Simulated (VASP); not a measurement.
Band structure of Li2Se (antifluorite). Level of theory: SCAN meta-GGA, VASP's PBE PAW potentials (set 64) (plane waves; VASP).

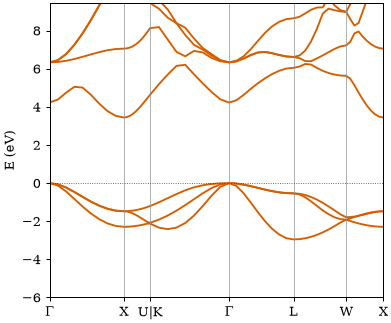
Fig. 1. Bands along high-symmetry lines, zero at the valence-band maximum or, without a gap, the Fermi level

Problem. Read the plot: is there a gap, and where are the band edges?

Solution. The gap is indirect, 3.44 eV, from the valence maximum at Γ to the conduction minimum at X.

The compound is Li2Se in the antifluorite structure. It was relaxed first.
